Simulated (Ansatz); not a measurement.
**Si2H5F + H2: a complex and its separated parts**

Aim: how far the complex at one end of a reaction step lies below its separated, relaxed parts, level by level.

Program: Ansatz 0.2.0, Gaussian basis. Level of theory: PBE0-D4/def2-TZVP structures, single points in def2-TZVPP, no counterpoise correction. These are calculated values, not measurements.

Levels: SPW92, PBE-D4, BLYP-D4, r2SCAN-D4, B97M-V, PBE0-D4, B3LYP-D4, r2SCAN0-D4, BHLYP-D4, CAM-B3LYP-D4, wB97X-V, wB97M-V, B2PLYP, PBE-QIDH, RPA on PBE, Hartree-Fock, MP2, CCSD, CCSD(T).

Correlated methods freeze the cores. B3LYP uses VWN-RPA correlation. B2PLYP carries no dispersion term here.

94 further runs of the same task are left out: 94 set aside as unsound or not needed.

**1. The system as given**

The complex: 10 atoms, charge 0, spin multiplicity 1.

Atoms are counted from 1 here; the program's logs count them from 0.

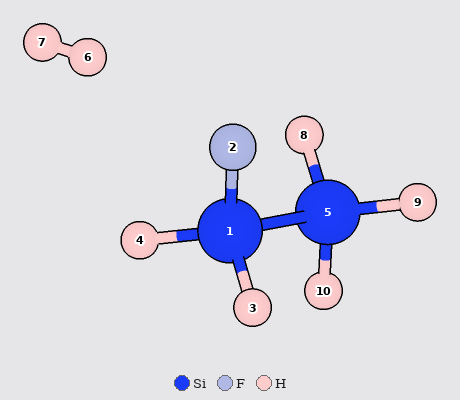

As it starts; silicon blue, fluorine light blue, hydrogen pink; atoms are numbered from 1 in the order of the file.

Coordinates:

```mol
FH7Si2
  3D, bonds by distance, orders not assigned

 10  8  0  0  0  0  0  0  0  0999 V2000
   -0.3042   -0.7101   -0.3573 Si  0  0
    1.2997   -0.8295   -0.3660 F   0  0
   -0.8299   -1.6456   -1.3855 H   0  0
   -0.7812   -1.1461    0.9809 H   0  0
   -0.9337    1.5001   -0.8100 Si  0  0
    2.3654   -1.4595    1.9655 H   0  0
    2.4379   -1.6227    2.6905 H   0  0
   -0.3935    2.4197    0.2255 H   0  0
   -0.4400    1.9212   -2.1474 H   0  0
   -2.4203    1.5726   -0.7962 H   0  0
  1  2  8  0
  1  3  8  0
  1  4  8  0
  1  5  8  0
  5  8  8  0
  5  9  8  0
  5 10  8  0
  6  7  8  0
M  END
```

Its parts: Si2H5F holds atoms 1, 2, 3, 4, 5, 8, 9, 10; H2 holds atoms 6, 7. Each part counts its atoms afresh in its own runs.

**2. Relaxing Si2H5F alone**

The input, relax-a/in.yaml:

```yaml
crystal:
  periodic: [false, false, false]
  atoms:
    - {symbol: Si, position_ang: [-0.304215, -0.710096, -0.357262]}
    - {symbol: F, position_ang: [1.299710, -0.829527, -0.366022]}
    - {symbol: H, position_ang: [-0.829909, -1.645624, -1.385532]}
    - {symbol: H, position_ang: [-0.781225, -1.146081, 0.980933]}
    - {symbol: Si, position_ang: [-0.933707, 1.500123, -0.810010]}
    - {symbol: H, position_ang: [-0.393544, 2.419714, 0.225451]}
    - {symbol: H, position_ang: [-0.439981, 1.921211, -2.147369]}
    - {symbol: H, position_ang: [-2.420342, 1.572556, -0.796242]}
basis:
  gaussian: {orbitals: def2-TZVP}
hamiltonian: {xc: pbe0, dispersion: d4}
relax: {f_tol: 0.005, max_steps: 200}
```

Launch:

```
> ansatz run in.yaml --threads 4 --pin off --events-out ev --progress --plain --max-ram 9574MiB
```

Standard output, shortened:

```text
Functional definition: PBE0
  name "PBE0"
  cite "Adamo & Barone, J. Chem. Phys. 110, 6158 (1999) doi:10.1063/1.478522"
  cite "Perdew, Burke & Ernzerhof, Phys. Rev. Lett. 77, 3865 (1996) doi:10.1103/PhysRevLett.77.3865"
  parent pbe
[...]
912 factors; their error is unknown
[...]
mean field -18547.21539988 eV, -681.5975941916 hartree, gradient 2.1e-5 eV, S^2 0.000000; 0 other end points of the search recorded, 0 dependent functions left out
[...]
reference -18547.21543162 eV, -681.5975953579 hartree; 21, 21 occupied and 114, 114 virtual orbitals, 912 factors
[...]
Atom 0 at    -0.302753    -0.710876    -0.357257 Å, force    -0.002617     0.004714    -0.000198 eV/Å
Atom 1 at     1.299509    -0.829102    -0.365424 Å, force     0.004832    -0.003572     0.000348 eV/Å
Atom 2 at    -0.830990    -1.645141    -1.385529 Å, force     0.000253    -0.000449     0.000187 eV/Å
Atom 3 at    -0.781894    -1.146569     0.980627 Å, force    -0.000074    -0.000180    -0.000737 eV/Å
Atom 4 at    -0.933084     1.499292    -0.809898 Å, force    -0.002107     0.000907     0.000415 eV/Å
Atom 5 at    -0.393780     2.420673     0.224615 Å, force     0.000024    -0.000610     0.000213 eV/Å
Atom 6 at    -0.440413     1.921939    -2.147294 Å, force    -0.000048    -0.000950    -0.000124 eV/Å
Atom 7 at    -2.419809     1.572060    -0.795893 Å, force    -0.000263     0.000141    -0.000106 eV/Å
Dipole moment:    -0.252684     0.058995    -0.007292 e Å
```

Wall time 4.2 s (4 threads of Arm Neoverse V1, shared host).

Step by step:

```tsv
step	energy from step 1 (eV)	largest force component (eV/Å)
1	0.0000	0.0606
2	0.0000	0.0340
3	-0.0001	0.0048
```

Close pairs (by a distance rule), those that changed most:

```tsv
bond	before (Å)	after (Å)	change (Å)
Si1–F2	1.608	1.607	-0.002
Si1–H4	1.486	1.486	+0.000
Si1–Si5	2.342	2.342	+0.000
Si5–H6	1.486	1.487	+0.000
Si5–H7	1.486	1.487	+0.000
Si5–H8	1.488	1.489	+0.000
Si1–H3	1.486	1.486	+0.000
```

**3. Relaxing H2 alone**

The input, relax-b/in.yaml:

```yaml
crystal:
  periodic: [false, false, false]
  atoms:
    - {symbol: H, position_ang: [2.365358, -1.459529, 1.965547]}
    - {symbol: H, position_ang: [2.437856, -1.622746, 2.690507]}
basis:
  gaussian: {orbitals: def2-TZVP}
hamiltonian: {xc: pbe0, dispersion: d4}
relax: {f_tol: 0.005, max_steps: 200}
```

Launch:

```
> ansatz run in.yaml --threads 4 --pin off --events-out ev --progress --plain --max-ram 9574MiB
```

Standard output, shortened:

```text
[... 5 set-up lines as earlier in the session ...]
[...]
88 factors; their error is unknown
[...]
mean field -31.78864776 eV, -1.1682112579 hartree, gradient 1.7e-5 eV, S^2 0.000000; 0 other end points of the search recorded, 0 dependent functions left out
[...]
reference -31.78866861 eV, -1.1682120244 hartree; 1, 1 occupied and 11, 11 virtual orbitals, 88 factors
Total energy: -31.79027516 eV, -1.1682710638 hartree
Atom 0 at     2.365382    -1.459584     1.965792 Å, force     0.000046    -0.000105     0.000464 eV/Å
Atom 1 at     2.437832    -1.622691     2.690262 Å, force    -0.000046     0.000105    -0.000464 eV/Å
Dipole moment:    -0.000000     0.000000    -0.000000 e Å
```

It took 0.15 s on 4 threads of Arm Neoverse V1, shared host.

Step by step:

```tsv
step	energy from step 1 (eV)	largest force component (eV/Å)
1	0.0000	0.0181
2	0.0000	0.0005
```

The bond:

```tsv
bond	before (Å)	after (Å)	change (Å)
H1–H2	0.747	0.746	-0.001
```

**4. SPW92/def2-TZVPP**

The input, parta/in.yaml:

```yaml
crystal:
  periodic: [false, false, false]
  atoms:
    - {symbol: Si, position_ang: [-0.302753, -0.710876, -0.357257]}
    - {symbol: F, position_ang: [1.299509, -0.829102, -0.365424]}
    - {symbol: H, position_ang: [-0.830990, -1.645141, -1.385529]}
    - {symbol: H, position_ang: [-0.781894, -1.146569, 0.980627]}
    - {symbol: Si, position_ang: [-0.933084, 1.499292, -0.809898]}
    - {symbol: H, position_ang: [-0.393780, 2.420673, 0.224615]}
    - {symbol: H, position_ang: [-0.440413, 1.921939, -2.147294]}
    - {symbol: H, position_ang: [-2.419809, 1.572060, -0.795893]}
basis:
  gaussian: {orbitals: def2-TZVPP}
hamiltonian: {xc: lda}
```

The input, partb/in.yaml:

```yaml
crystal:
  periodic: [false, false, false]
  atoms:
    - {symbol: H, position_ang: [2.365382, -1.459584, 1.965792]}
    - {symbol: H, position_ang: [2.437832, -1.622691, 2.690262]}
basis:
  gaussian: {orbitals: def2-TZVPP}
hamiltonian: {xc: lda}
```

Each run has its own folder and the same command.

Launch:

```
> ansatz run in.yaml --threads 4 --pin off --events-out ev --progress --plain --max-ram 9574MiB
```

Output in parta, shortened:

```text
Functional definition: SPW92
  name "SPW92"
  cite "Dirac, Proc. Camb. Phil. Soc. 26, 376 (1930) doi:10.1017/S0305004100016108"
  cite "Slater, Phys. Rev. 81, 385 (1951) doi:10.1103/PhysRev.81.385"
  cite "Perdew & Wang, Phys. Rev. B 45, 13244 (1992) doi:10.1103/PhysRevB.45.13244"
[...]
1027 factors; their error is unknown
[...]
mean field -18474.78764557 eV, -678.9359233139 hartree, gradient 6.5e-5 eV, S^2 0.000000; 0 other end points of the search recorded, 0 dependent functions left out
reference -18474.78768421 eV, -678.9359247340 hartree; 21, 21 occupied and 164, 164 virtual orbitals, 1027 factors
Total energy: -18474.78768421 eV, -678.9359247340 hartree
```

Log of partb, shortened:

```text
[... 5 set-up lines as earlier in the session ...]
[...]
118 factors; their error is unknown
[...]
mean field -30.93527272 eV, -1.1368503037 hartree, gradient 4.4e-5 eV, S^2 0.000000; 0 other end points of the search recorded, 0 dependent functions left out
reference -30.93529340 eV, -1.1368510636 hartree; 1, 1 occupied and 27, 27 virtual orbitals, 118 factors
Total energy: -30.93529340 eV, -1.1368510636 hartree
```

They took 0.65 s (parta), 0.1 s (partb) on 4 threads of Arm Neoverse V1, shared host.

**5. PBE-D4/def2-TZVPP**

The same edit goes into each in.yaml of step 4 (parta, partb):

```diff
-hamiltonian: {xc: lda}
+hamiltonian: {xc: pbe, dispersion: d4}
```

One command serves all of them, each in its own folder.

Launch:

```
> ansatz run in.yaml --threads 4 --pin off --events-out ev --progress --plain --max-ram 9574MiB
```

Log of parta, shortened:

```text
Functional definition: PBE
  name "PBE"
[... 2 set-up lines as earlier in the session ...]
[...]
1027 factors; their error is unknown
[...]
mean field -18545.52683671 eV, -681.5355406393 hartree, gradient 7.1e-5 eV, S^2 0.000000; 0 other end points of the search recorded, 0 dependent functions left out
reference -18545.52687797 eV, -681.5355421559 hartree; 21, 21 occupied and 164, 164 virtual orbitals, 1027 factors
Total energy: -18545.66287580 eV, -681.5405399840 hartree
```

partb printed, shortened:

```text
[... 4 set-up lines as earlier in the session ...]
[...]
118 factors; their error is unknown
[...]
mean field -31.73221649 eV, -1.1661374472 hartree, gradient 3.1e-5 eV, S^2 0.000000; 0 other end points of the search recorded, 0 dependent functions left out
reference -31.73223817 eV, -1.1661382438 hartree; 1, 1 occupied and 27, 27 virtual orbitals, 118 factors
Total energy: -31.73425738 eV, -1.1662124484 hartree
```

Times: 0.95 s (parta), 0.1 s (partb) on 4 threads of Arm Neoverse V1, shared host.

**6. BLYP-D4/def2-TZVPP**

Each input of step 5 (parta, partb) changes in the same lines:

```diff
-hamiltonian: {xc: pbe, dispersion: d4}
+hamiltonian: {xc: {name: BLYP}, dispersion: d4}
```

The same command starts each run, in its folder.

Launch:

```
> ansatz run in.yaml --threads 4 --pin off --events-out ev --progress --plain --max-ram 9574MiB
```

Log of parta, shortened:

```text
Functional definition: BLYP
  name "BLYP"
  cite "Becke, Phys. Rev. A 38, 3098 (1988) doi:10.1103/PhysRevA.38.3098"
  cite "Lee, Yang & Parr, Phys. Rev. B 37, 785 (1988) doi:10.1103/PhysRevB.37.785"
[...]
1027 factors; their error is unknown
[...]
mean field -18556.02850022 eV, -681.9214696551 hartree, gradient 1.3e-5 eV, S^2 0.000000; 0 other end points of the search recorded, 0 dependent functions left out
reference -18556.02884345 eV, -681.9214822685 hartree; 21, 21 occupied and 164, 164 virtual orbitals, 1027 factors
Total energy: -18556.32590306 eV, -681.9323990079 hartree
```

Log of partb, shortened:

```text
[... 4 set-up lines as earlier in the session ...]
[...]
118 factors; their error is unknown
[...]
mean field -31.82604588 eV, -1.1695856135 hartree, gradient 8.3e-5 eV, S^2 0.000000; 0 other end points of the search recorded, 0 dependent functions left out
reference -31.82623830 eV, -1.1695926849 hartree; 1, 1 occupied and 27, 27 virtual orbitals, 118 factors
Total energy: -31.83113616 eV, -1.1697726780 hartree
```

Wall times: 1 s (parta), 0.1 s (partb) on 4 threads of Arm Neoverse V1, shared host.

**7. r2SCAN-D4/def2-TZVPP**

Each input of step 6 (parta, partb) changes in the same lines:

```diff
-hamiltonian: {xc: {name: BLYP}, dispersion: d4}
+hamiltonian: {xc: r2scan, dispersion: d4}
```

The same command starts each run, in its folder.

Launch:

```
> ansatz run in.yaml --threads 4 --pin off --events-out ev --progress --plain --max-ram 9574MiB
```

Log of parta, shortened:

```text
Functional definition: r2SCAN
  name "r2SCAN"
  cite "Furness, Kaplan, Ning, Perdew & Sun, J. Phys. Chem. Lett. 11, 8208 (2020) doi:10.1021/acs.jpclett.0c02405"
  cite "Furness, Kaplan, Ning, Perdew & Sun, J. Phys. Chem. Lett. 11, 9248 (2020) doi:10.1021/acs.jpclett.0c03077"
  parent r2scan
[...]
1027 factors; their error is unknown
[...]
mean field -18553.98711605 eV, -681.8464501708 hartree, gradient 3.2e-5 eV, S^2 0.000000; 0 other end points of the search recorded, 0 dependent functions left out
reference -18553.98712889 eV, -681.8464506425 hartree; 21, 21 occupied and 164, 164 virtual orbitals, 1027 factors
Total energy: -18554.01892072 eV, -681.8476189707 hartree
```

Log of partb, shortened:

```text
[... 5 set-up lines as earlier in the session ...]
[...]
118 factors; their error is unknown
[...]
mean field -31.87205480 eV, -1.1712764101 hartree, gradient 4.1e-5 eV, S^2 0.000000; 0 other end points of the search recorded, 0 dependent functions left out
reference -31.87206141 eV, -1.1712766533 hartree; 1, 1 occupied and 27, 27 virtual orbitals, 118 factors
Total energy: -31.87256279 eV, -1.1712950786 hartree
```

Times: 2.2 s (parta), 0.3 s (partb) on 4 threads of Arm Neoverse V1, shared host.

**8. B97M-V/def2-TZVPP**

Each input of step 7 (parta, partb) changes in the same lines:

```diff
-hamiltonian: {xc: r2scan, dispersion: d4}
+hamiltonian: {xc: {name: B97M-V}}
```

Each run has its own folder and the same command.

Launch:

```
> ansatz run in.yaml --threads 4 --pin off --events-out ev --progress --plain --max-ram 9574MiB
```

Log of parta, shortened:

```text
Functional definition: B97M-V
  name "B97M-V"
  cite "Mardirossian & Head-Gordon, J. Chem. Phys. 142, 074111 (2015) doi:10.1063/1.4907719"
  cite "Becke, J. Chem. Phys. 107, 8554 (1997) doi:10.1063/1.475007"
  cite "Vydrov & Van Voorhis, J. Chem. Phys. 133, 244103 (2010) doi:10.1063/1.3521275"
  # Of w^i u^j: cxij and so on, Table III.
[...]
  gx(w, u) = cx00 + cx01*u + cx02*u^2 + (cx10 + cx11*u)*w
[...]
  gos(w, u) = cos00 + cos01*u + cos03*u^3 + cos10*w + cos32*w^3*u^2
[...]
      + integral(e_c_pw_mod_opposite_spin*gos(b97_w_opposite, b97_u_opposite)) + vv10(b, c)
1027 factors; their error is unknown
[...]
mean field -18551.62995934 eV, -681.7598262594 hartree, gradient 4.9e-5 eV, S^2 0.000000; 0 other end points of the search recorded, 0 dependent functions left out
reference -18551.63002362 eV, -681.7598286217 hartree; 21, 21 occupied and 164, 164 virtual orbitals, 1027 factors
Total energy: -18551.63002362 eV, -681.7598286217 hartree
```

Log of partb, shortened:

```text
[... 5 set-up lines as earlier in the session ...]
  # Of w^i u^j: cxij and so on, Table III.
[...]
  gx(w, u) = cx00 + cx01*u + cx02*u^2 + (cx10 + cx11*u)*w
  gss(w, u) = css00 + css02*u^2 + css10*w + (css32*w^3 + css42*w^4)*u^2
  gos(w, u) = cos00 + cos01*u + cos03*u^3 + cos10*w + cos32*w^3*u^2
[...]
      + integral(e_c_pw_mod_opposite_spin*gos(b97_w_opposite, b97_u_opposite)) + vv10(b, c)
118 factors; their error is unknown
[...]
mean field -31.90530430 eV, -1.1724983068 hartree, gradient 8.2e-6 eV, S^2 0.000000; 0 other end points of the search recorded, 0 dependent functions left out
reference -31.90533398 eV, -1.1724993976 hartree; 1, 1 occupied and 27, 27 virtual orbitals, 118 factors
Total energy: -31.90533398 eV, -1.1724993976 hartree
```

They took 3.8 s (parta), 0.2 s (partb) on 4 threads of Arm Neoverse V1, shared host.

**9. PBE0-D4/def2-TZVPP**

The same edit goes into each in.yaml of step 8 (parta, partb):

```diff
-hamiltonian: {xc: {name: B97M-V}}
+hamiltonian: {xc: pbe0, dispersion: d4}
+output: {orbitals: {seedname: orbitals}}
```

One command serves all of them, each in its own folder.

Launch:

```
> ansatz run in.yaml --threads 4 --pin off --events-out ev --progress --plain --max-ram 9574MiB
```

parta printed, shortened:

```text
[... 5 set-up lines as earlier in the session ...]
[...]
1033 factors; their error is unknown
[...]
mean field -18547.24019615 eV, -681.5985054376 hartree, gradient 1.8e-5 eV, S^2 0.000000; 0 other end points of the search recorded, 0 dependent functions left out
reference -18547.24022734 eV, -681.5985065839 hartree; 21, 21 occupied and 164, 164 virtual orbitals, 1033 factors
Total energy: -18547.35510004 eV, -681.6027280778 hartree
```

partb printed, shortened:

```text
[... 5 set-up lines as earlier in the session ...]
[...]
118 factors; their error is unknown
[...]
mean field -31.79610849 eV, -1.1684854348 hartree, gradient 5.5e-5 eV, S^2 0.000000; 0 other end points of the search recorded, 0 dependent functions left out
reference -31.79612448 eV, -1.1684860225 hartree; 1, 1 occupied and 27, 27 virtual orbitals, 118 factors
Total energy: -31.79773102 eV, -1.1685450619 hartree
```

Wall times: 1.4 s (parta), 0.1 s (partb) on 4 threads of Arm Neoverse V1, shared host.

**10. B3LYP-D4/def2-TZVPP**

Each input of step 9 (parta, partb) changes in the same lines:

```diff
-hamiltonian: {xc: pbe0, dispersion: d4}
-output: {orbitals: {seedname: orbitals}}
+hamiltonian: {xc: {name: B3LYP}, dispersion: d4}
```

Each run has its own folder and the same command.

Launch:

```
> ansatz run in.yaml --threads 4 --pin off --events-out ev --progress --plain --max-ram 9574MiB
```

parta printed, shortened:

```text
Functional definition: B3LYP
  name "B3LYP"
  cite "Stephens, Devlin, Chabalowski & Frisch, J. Phys. Chem. 98, 11623 (1994) doi:10.1021/j100096a001"
[... 2 set-up lines as earlier in the session ...]
  cite "Vosko, Wilk & Nusair, Can. J. Phys. 58, 1200 (1980) doi:10.1139/p80-159"
[...]
1033 factors; their error is unknown
[...]
mean field -18558.01803809 eV, -681.9945838235 hartree, gradient 2.2e-5 eV, S^2 0.000000; 0 other end points of the search recorded, 0 dependent functions left out
reference -18558.01829450 eV, -681.9945932461 hartree; 21, 21 occupied and 164, 164 virtual orbitals, 1033 factors
Total energy: -18558.23941755 eV, -682.0027193684 hartree
```

Output in partb, shortened:

```text
[... 6 set-up lines as earlier in the session ...]
[...]
118 factors; their error is unknown
[...]
mean field -32.10923157 eV, -1.1799924960 hartree, gradient 4.5e-5 eV, S^2 0.000000; 0 other end points of the search recorded, 0 dependent functions left out
reference -32.10937368 eV, -1.1799977181 hartree; 1, 1 occupied and 27, 27 virtual orbitals, 118 factors
Total energy: -32.11252474 eV, -1.1801135176 hartree
```

Wall times: 1.4 s (parta), 0.1 s (partb) on 4 threads of Arm Neoverse V1, shared host.

**11. r2SCAN0-D4/def2-TZVPP**

The same edit goes into each in.yaml of step 10 (parta, partb):

```diff
-hamiltonian: {xc: {name: B3LYP}, dispersion: d4}
+hamiltonian: {xc: {name: r2SCAN0}, dispersion: d4}
```

The same command starts each run, in its folder.

Launch:

```
> ansatz run in.yaml --threads 4 --pin off --events-out ev --progress --plain --max-ram 9574MiB
```

parta printed, shortened:

```text
Functional definition: r2SCAN0
  name "r2SCAN0"
  cite "Bursch, Neugebauer, Ehlert & Grimme, J. Chem. Phys. 156, 134105 (2022) doi:10.1063/5.0086040"
[... 3 set-up lines as earlier in the session ...]
[...]
1033 factors; their error is unknown
[...]
mean field -18553.45240503 eV, -681.8267999033 hartree, gradient 2.4e-5 eV, S^2 0.000000; 0 other end points of the search recorded, 0 dependent functions left out
reference -18553.45241528 eV, -681.8268002798 hartree; 21, 21 occupied and 164, 164 virtual orbitals, 1033 factors
Total energy: -18553.49040220 eV, -681.8281962733 hartree
```

partb printed, shortened:

```text
[... 6 set-up lines as earlier in the session ...]
[...]
118 factors; their error is unknown
[...]
mean field -31.85187690 eV, -1.1705348862 hartree, gradient 1.4e-5 eV, S^2 0.000000; 0 other end points of the search recorded, 0 dependent functions left out
reference -31.85188203 eV, -1.1705350745 hartree; 1, 1 occupied and 27, 27 virtual orbitals, 118 factors
Total energy: -31.85242340 eV, -1.1705549696 hartree
```

They took 2.5 s (parta), 0.35 s (partb) on 4 threads of Arm Neoverse V1, shared host.

**12. BHLYP-D4/def2-TZVPP**

The same edit goes into each in.yaml of step 11 (parta, partb):

```diff
-hamiltonian: {xc: {name: r2SCAN0}, dispersion: d4}
+hamiltonian: {xc: {name: BHLYP}, dispersion: d4}
```

One command serves all of them, each in its own folder.

Launch:

```
> ansatz run in.yaml --threads 4 --pin off --events-out ev --progress --plain --max-ram 9574MiB
```

Output in parta, shortened:

```text
Functional definition: BHLYP
  name "BHLYP"
  cite "Becke, J. Chem. Phys. 98, 1372 (1993) doi:10.1063/1.464304"
[... 2 set-up lines as earlier in the session ...]
[...]
1090 factors; their error is unknown
[...]
mean field -18555.72828023 eV, -681.9104367741 hartree, gradient 7.2e-5 eV, S^2 0.000000; 0 other end points of the search recorded, 0 dependent functions left out
reference -18555.72845414 eV, -681.9104431653 hartree; 21, 21 occupied and 164, 164 virtual orbitals, 1090 factors
Total energy: -18555.90793879 eV, -681.9170391044 hartree
```

partb printed, shortened:

```text
[... 5 set-up lines as earlier in the session ...]
[...]
118 factors; their error is unknown
[...]
mean field -31.83806533 eV, -1.1700273202 hartree, gradient 5.6e-5 eV, S^2 0.000000; 0 other end points of the search recorded, 0 dependent functions left out
reference -31.83816089 eV, -1.1700308320 hartree; 1, 1 occupied and 27, 27 virtual orbitals, 118 factors
Total energy: -31.83990447 eV, -1.1700949074 hartree
```

Wall times: 1.1 s (parta), 0.1 s (partb) on 4 threads of Arm Neoverse V1, shared host.

**13. CAM-B3LYP-D4/def2-TZVPP**

Each input of step 12 (parta, partb) changes in the same lines:

```diff
-hamiltonian: {xc: {name: BHLYP}, dispersion: d4}
+hamiltonian: {xc: {name: CAM-B3LYP}, dispersion: d4}
```

The same command starts each run, in its folder.

Launch:

```
> ansatz run in.yaml --threads 4 --pin off --events-out ev --progress --plain --max-ram 9574MiB
```

parta printed, shortened:

```text
Functional definition: CAM-B3LYP
  name "CAM-B3LYP"
  cite "Yanai, Tew & Handy, Chem. Phys. Lett. 393, 51 (2004) doi:10.1016/j.cplett.2004.06.011"
  cite "Iikura, Tsuneda, Yanai & Hirao, J. Chem. Phys. 115, 3540 (2001) doi:10.1063/1.1383587"
[... 2 set-up lines as earlier in the session ...]
[...]
  # Exact exchange under (alpha + beta erf(omega r))/r, Becke's under what is left of 1/r.
[...]
1033 factors; their error is unknown
258 factors; integrals over basis functions are off by at most 1.5e-5 eV
[...]
mean field -18556.36566583 eV, -681.9338602630 hartree, gradient 7.9e-5 eV, S^2 0.000000; 0 other end points of the search recorded, 0 dependent functions left out
reference -18556.36579045 eV, -681.9338648425 hartree; 21, 21 occupied and 164, 164 virtual orbitals, 1033 factors
Total energy: -18556.48319572 eV, -681.9381794068 hartree
```

partb printed, shortened:

```text
[... 6 set-up lines as earlier in the session ...]
[...]
  # Exact exchange under (alpha + beta erf(omega r))/r, Becke's under what is left of 1/r.
[...]
118 factors; their error is unknown
42 factors; integrals over basis functions are off by at most 6.3e-5 eV
[...]
mean field -31.88030503 eV, -1.1715796006 hartree, gradient 6.4e-5 eV, S^2 0.000000; 0 other end points of the search recorded, 0 dependent functions left out
reference -31.88037497 eV, -1.1715821707 hartree; 1, 1 occupied and 27, 27 virtual orbitals, 118 factors
Total energy: -31.88188836 eV, -1.1716377868 hartree
```

Times: 1.4 s (parta), 0.15 s (partb) on 4 threads of Arm Neoverse V1, shared host.

[end of part 1 of 2]
